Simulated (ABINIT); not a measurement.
## Quasiparticle gap of TiO2 (Anatase) in ABINIT

Wanted: ground state, empty states, screening and self-energy for TiO2 (Anatase).

Calculated with ABINIT 10.8.3; PBE and many-body steps on it, plane waves.

**The experiments to reproduce.**

- Gap 3.18 ± 0.03 eV: direct optical gap from Kubelka-Munk plot; UV-Vis diffuse reflectance; 300 K; powder (“Effect of Ethylene Glycol: Citric Acid Molar Ratio and pH on the Morphology, Vibrational, Optical and Electronic Properties of TiO2 and CuO Powders Synthesized by Pechini Method”, 2022, pmc:9369947).

- Gap 3.15 eV: indirect optical gap from Tauc plot; UV-Vis absorption, Tauc plot; 300 K; film (hydrothermal mesoporous TiO2 film, mainly anatase) (“Preparation of Carbon Nanotube/TiO2 Mesoporous Hybrid Photoanode with Iron Pyrite (FeS2) Thin Films Counter Electrodes for Dye-Sensitized Solar Cell”, 2016, pmc:4886676).

- Gap 3.4 eV: indirect optical gap from Tauc plot; UV-Vis absorption, Tauc plot; film (sol-gel dip-coated film, 232 nm thick, calcined at 400 C) on borosilicate glass (“Role of lamp type in conventional batch and micro-photoreactor for photocatalytic hydrogen production”, 2023, pmc:10548134).

- Gap 3.98 eV: direct quasiparticle gap around Gamma; experiment quoted from earlier work; bulk crystal (anatase, value from earlier experiment) (quoted in “Giant exciton Mott density in anatase TiO2”, 2020, arxiv:2007.10051).

- Gap 3.17 eV: gap from valence band edge and flat band potential; valence-band XPS and Mott-Schottky plots; film (“Enhancement of Titania Photoanode Performance by Sandwiching Copper between Two Titania Layers”, 2020, pmc:7579609).

This is a selection; 13 further reports are not listed.

## Step 1: Set-up

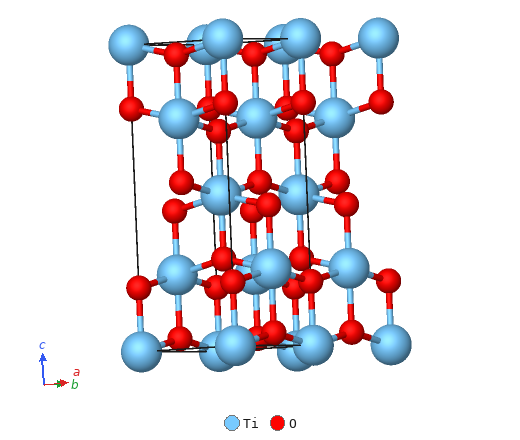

The starting structure, seen slightly off an axis (titanium blue, oxygen red). 1×2×1 cells are drawn. This picture shows the conventional cell, with its axes. Some periodic images of atoms are drawn too.

The cell and positions come from the Crystallography Open Database and are kept as given unless a step says otherwise.

## Step 2: Ground state

This step: ABINIT 10.8.3; DFT, PBE, plane waves, norm-conserving pseudopotentials.

The ground-state density comes first.

The input, run.abi:

```
acell 3*1.0 Angstrom
rprim 
  -1.892100000000 1.892100000000 4.757300000000
  1.892100000000 -1.892100000000 4.757300000000
  1.892100000000 1.892100000000 -4.757300000000
ntypat 2
znucl 22 8
natom 6
typat 1 1 2 2 2 2
xred 
  0.000000000000 0.000000000000 0.000000000000
  0.750000000000 0.250000000000 0.500000000000
  0.208100000000 0.208100000000 0.000000000000
  0.958100000000 0.458100000000 0.500000000000
  0.541900000000 0.041900000000 0.500000000000
  0.791900000000 0.791900000000 0.000000000000
pp_dirpath "pseudos"
pseudos "Ti.upf, O.upf"
ecut 38
ngkpt 8 8 8
nshiftk 1
shiftk 0 0 0
kptopt 1
chksymbreak 0
nband 31
occopt 1
tolvrs 1e-10
nstep 60
prtwf 0
optforces 0
optstress 0
indata_prefix "in"
outdata_prefix "out"
tmpdata_prefix "tmp"
```

Started as:

```console
> OMP_NUM_THREADS=1 mpirun -n 8 abinit run.abi > log
```

Numbers of over 12 decimals in the logs are rounded to 6 here.

The log of the run:

```text
.Version 10.8.3 of ABINIT. v10.8.2 released Aug 2026.

 Symmetries : space group I4_1/a m d (#141); Bravais tI (body-center tetrag.)
================================================================================
 Values of the parameters that define the memory need of the present run
     intxc =       0    ionmov =       0      iscf =       7    lmnmax =       6
     lnmax =       6     mgfft =      60  mpssoang =       3    mqgrid =    3001
     natom =       6  nloc_mem =       1    nspden =       1   nspinor =       1
    nsppol =       1      nsym =      16    n1xccc =    2501    ntypat =       2
    occopt =       1   xclevel =       2
-    mband =          31        mffmem =           1         mkmem =           8
       mpw =        5174          nfft =      216000          nkpt =          59
================================================================================
  Rough estimation (10% accuracy) of disk space for files :
================================================================================

--------------------------------------------------------------------------------
------------- Echo of variables that govern the present computation ------------
--------------------------------------------------------------------------------
 -outvars: echo values of preprocessed input variables --------
            acell      1.8897261259E+00  1.8897261259E+00  1.8897261259E+00 Bohr

      chksymbreak           0
             ecut      3.80000000E+01 Hartree
-          fftalg         312

              ixc     -101130
              kpt      0.00000000E+00  0.00000000E+00  0.00000000E+00
                       1.25000000E-01  0.00000000E+00  0.00000000E+00
                       2.50000000E-01  0.00000000E+00  0.00000000E+00
                       3.75000000E-01  0.00000000E+00  0.00000000E+00
                       5.00000000E-01  0.00000000E+00  0.00000000E+00
                       1.25000000E-01  1.25000000E-01  0.00000000E+00
                       2.50000000E-01  1.25000000E-01  0.00000000E+00
                       3.75000000E-01  1.25000000E-01  0.00000000E+00
                       5.00000000E-01  1.25000000E-01  0.00000000E+00
   [... 39 further rows ...]
                       5.00000000E-01  5.00000000E-01  2.50000000E-01
                      -3.75000000E-01  5.00000000E-01  2.50000000E-01
                       outvar_i_n : Printing only first  50 k-points.
         kptrlatt        8    0    0      0    8    0      0    0    8
          kptrlen      5.72088128E+01
P           mkmem           8
            natom           6
            nband          31
            ngfft          60      60      60
             nkpt          59
            nstep          60
             nsym          16
           ntypat           2
              occ      2.000000  2.000000  2.000000  2.000000  2.000000  2.000000
                       2.000000  2.000000  2.000000  2.000000  2.000000  2.000000
                       2.000000  2.000000  2.000000  2.000000  2.000000  2.000000
                       2.000000  2.000000  2.000000  2.000000  2.000000  2.000000
                       0.000000  0.000000  0.000000  0.000000  0.000000  0.000000
                       0.000000
        optforces           0
        optstress           0
            prtwf           0
            rprim     -1.8921000000E+00  1.8921000000E+00  4.7573000000E+00
[...]
spgroup         141

           tolvrs      1.00000000E-10

             xred      0.0000000000E+00  0.0000000000E+00  0.0000000000E+00
[...]
znucl       22.00000    8.00000

================================================================================

 chkinp: Checking input parameters for consistency.

================================================================================
== DATASET  1 ==================================================================
-   mpi_nproc: 8, omp_nthreads: 1 (-1 if OMP is not activated)

--- !DatasetInfo
iteration_state: {dtset: 1, }
dimensions: {natom: 6, nkpt: 59, mband: 31, nsppol: 1, nspinor: 1, nspden: 1, mpw: 5174, }
cutoff_energies: {ecut:  38.0, pawecutdg:  -1.0, }
electrons: {nelect:   4.80000000E+01, charge:   0.00000000E+00, occopt:   1.00000000E+00, tsmear:   1.00000000E-02, }

 Real(R)+Recip(G) space primitive vectors, cartesian coordinates (Bohr,Bohr^-1):
 R(1)= -3.5755508  3.5755508  8.9899941  G(1)=  0.0000000  0.1398386  0.0556174
 R(2)=  3.5755508 -3.5755508  8.9899941  G(2)=  0.1398386  0.0000000  0.0556174
 R(3)=  3.5755508  3.5755508 -8.9899941  G(3)=  0.1398386  0.1398386  0.0000000
 Unit cell volume ucvol=  4.5973260E+02 bohr^3
 Angles (23,13,12)=  1.39434593E+02  1.39434593E+02  5.87128032E+01 degrees

 getcut: wavevector=  0.0000  0.0000  0.0000  ngfft=  60  60  60
         ecut(hartree)=     38.000   => boxcut(ratio)=   2.09654

--- Pseudopotential description ------------------------------------------------
- Ti Generated using ONCVPSP code by D. R. Hamann
- 22.00000  12.00000  171031                  znucl, zion, pspdat
12 -101130 2 -1 1586                          pspcod,pspxc,lmax,lloc,mmax
     nproj     2     2     2
  pspatm : epsatm=   14.68144553
         --- l  ekb(1:nproj) -->
[...]
pspatm: atomic psp has been read  and splines computed

- O Generated using ONCVPSP code by D. R. Hamann
-  8.00000   6.00000  171031                  znucl, zion, pspdat
12 -101130 2 -1 936                           pspcod,pspxc,lmax,lloc,mmax
     nproj     2     2     1
  pspatm : epsatm=    6.19545534
         --- l  ekb(1:nproj) -->
[...]
2   -1.331955
 pspatm: atomic psp has been read  and splines computed

   2.59894620E+03                                ecore*ucvol(ha*bohr**3)
--------------------------------------------------------------------------------

_setup2: Arith. and geom. avg. npw (full set) are    5144.521    5144.508

================================================================================

--- !BeginCycle
iteration_state: {dtset: 1, }
solver: {iscf: 7, nstep: 60, nline: 4, wfoptalg: 0, }
tolerances: {tolvrs: 1.00E-10, }

     iter   Etot(hartree)      deltaE(h)  residm     vres2
 ETOT  1  -184.25053615771    -1.843E+02 1.789E-01 5.806E+03
 ETOT  2  -169.22952346364     1.502E+01 3.310E-02 1.074E+05
 ETOT  3  -185.09374339807    -1.586E+01 6.369E-02 1.178E+03
 ETOT  4  -185.13374783111    -4.000E-02 2.969E-02 7.933E+02
 ETOT  5  -185.17691978169    -4.317E-02 8.883E-03 3.523E+02
 ETOT  6  -185.20328327921    -2.636E-02 7.994E-03 1.248E+02
 ETOT  7  -185.21684615150    -1.356E-02 9.812E-03 5.011E-01
 ETOT  8  -185.21644688677     3.993E-04 3.527E-03 4.450E+00
 ETOT  9  -185.21694590563    -4.990E-04 5.257E-03 1.333E-02
 ETOT 10  -185.21694807583    -2.170E-06 1.529E-03 3.513E-03
 ETOT 11  -185.21694836342    -2.876E-07 2.358E-03 4.757E-04
 ETOT 12  -185.21694843110    -6.767E-08 1.489E-03 8.758E-06
 ETOT 13  -185.21694843255    -1.449E-09 1.503E-03 9.279E-07
 ETOT 14  -185.21694843268    -1.343E-10 1.171E-03 1.898E-07
 ETOT 15  -185.21694843272    -3.510E-11 1.078E-03 1.463E-08
 ETOT 16  -185.21694843270     1.199E-11 9.046E-04 1.771E-10
 ETOT 17  -185.21694843270     2.473E-12 6.730E-04 2.814E-11

 At SCF step   17       vres2   =  2.81E-11 < tolvrs=  1.00E-10 =>converged.

--- !ResultsGS
iteration_state: {dtset: 1, }
comment   : Summary of ground state results
lattice_vectors:
- [ -3.5755508,   3.5755508,   8.9899941, ]
- [  3.5755508,  -3.5755508,   8.9899941, ]
- [  3.5755508,   3.5755508,  -8.9899941, ]
lattice_lengths: [  10.31451,   10.31451,   10.31451, ]
lattice_angles: [139.435, 139.435,  58.713, ] # degrees, (23, 13, 12)
lattice_volume:   4.5973260E+02
convergence: {deltae:  2.473E-12, res2:  2.814E-11, residm:  6.730E-04, diffor:  0.000E+00, }
etotal    :  -1.85216948E+02
entropy   :   0.00000000E+00
fermie    :   1.50508157E-01
cartesian_stress_tensor: null
pressure_GPa: null
xred      :
- [  0.0000E+00,   0.0000E+00,   0.0000E+00, Ti]
- [  7.5000E-01,   2.5000E-01,   5.0000E-01, Ti]
- [  2.0810E-01,   2.0810E-01,  -3.2879E-19,  O]
- [  9.5810E-01,   4.5810E-01,   5.0000E-01,  O]
- [  5.4190E-01,   4.1900E-02,   5.0000E-01,  O]
- [  7.9190E-01,   7.9190E-01,  -1.2512E-18,  O]
cartesian_forces: null
force_length_stats: {min: null, max: null, mean: null, }

 Integrated electronic density in atomic spheres:
 ------------------------------------------------
 Atom  Sphere_radius  Integrated_density
[...]
================================================================================

 ----iterations are completed or convergence reached----

 Mean square residual over all n,k,spin=   51.304E-07; max=  67.304E-05
 reduced coordinates (array xred) for    6 atoms
[...]
0.750000000000      0.250000000000      0.500000000000
       0.208100000000      0.208100000000     -0.000000000000
       0.958100000000      0.458100000000      0.500000000000
       0.541900000000      0.041900000000      0.500000000000
       0.791900000000      0.791900000000     -0.000000000000
 rms dE/dt=  0.0000E+00; max dE/dt=  0.0000E+00; dE/dt below (all hartree)
    1       0.000000000000      0.000000000000      0.000000000000
    2       0.000000000000      0.000000000000      0.000000000000
    3       0.000000000000      0.000000000000      0.000000000000
    4       0.000000000000      0.000000000000      0.000000000000
    5       0.000000000000      0.000000000000      0.000000000000
    6       0.000000000000      0.000000000000      0.000000000000

 cartesian coordinates (angstrom) at end:
    1      0.000000     0.000000     0.000000
    2      0.000000     1.892100     2.378650
    3      0.000000    -0.000000     1.979988
    4      0.000000     1.892100     4.358638
    5     -0.000000     1.892100     0.398662
    6      0.000000    -0.000000     7.534612
 length scales=  1.889726125908  1.889726125908  1.889726125908 bohr
              =  1.000000000000  1.000000000000  1.000000000000 angstroms
 prteigrs : about to open file out_EIG
 Fermi (or HOMO) energy (hartree) =   0.15051   Average Vxc (hartree)=  -0.39712
 Eigenvalues (hartree) for nkpt=  59  k points:
 kpt#   1, nband= 31, wtk=  0.00195, kpt=  0.0000  0.0000  0.0000 (reduced coord)
  -1.91852   -1.91628   -1.05463   -1.04582   -1.04582   -1.04316   -1.04316   -1.04004
  -0.49493   -0.45758   -0.45221   -0.43977    0.00708    0.01145    0.01145    0.02632
   0.07584    0.07584    0.07756    0.12347    0.12360    0.12360    0.13465    0.13465
   0.23084    0.25826    0.29978    0.29979    0.30088    0.30090    0.34599
 prteigrs : prtvol=0 or 1, do not print more k-points.

--- !EnergyTerms
iteration_state     : {dtset: 1, }
comment             : Components of total free energy in Hartree
kinetic             :  9.01527161159806E+01
hartree             :  5.04271879315799E+01
xc                  : -3.41780206858838E+01
Ewald energy        : -1.22088434587365E+02
psp_core            :  5.65316920799711E+00
local_psp           : -1.66739904690225E+02
non_local_psp       : -8.44366172478388E+00
total_energy        : -1.85216948432701E+02
total_energy_eV     : -5.04000992310416E+03
band_energy         : -2.23631716003209E+01

== END DATASET(S) ==============================================================
================================================================================

 -outvars: echo values of variables after computation  --------
           etotal     -1.8521694843E+02
            nband          31
             nkpt          59
          spgroup         141
 [... the other variables as echoed above ...]

 Calculation completed.
```

Wall time 3.4 min (8 MPI ranks of Arm Neoverse N1, shared host); peak memory 1.1 GiB.

Numbers from this step:

- total energy: -5040.0099 eV
- gap: 2.186 eV
- k of the valence top: -0.375, 0.375, 0
- k of the conduction bottom: 0, 0, 0
- least direct gap: 2.492 eV

The gap is indirect, with the least direct gap 0.31 eV higher.

[end of part 1 of 3]

[Paths, hosts, dates, memory and timing lines, banners, echoed tables and standing remarks are left out of the program output.]

[Logs are printed without paths, hosts, clocks, repeated set-up lines and the standing remarks that a program may print on its own settings, such as how far it seeks lower states.]

[Runs of the session that timed out or met a known fault of the program may be left out.]

[Hosts, paths, dates, database ids (printed as entryN), source tags and the programs' standing remarks are cut or masked in the printed files.]

[G0W0 gaps are taken among the corrected bands and points alone; a level outside them can change the order at an edge.]

[Where Ansatz stands beside ABINIT at settings called matched, ABINIT's density can come from a denser mesh and the files from another edition; pairs whose starting gaps differed by over 0.03 eV were left out, so agreement reads better than it is.]
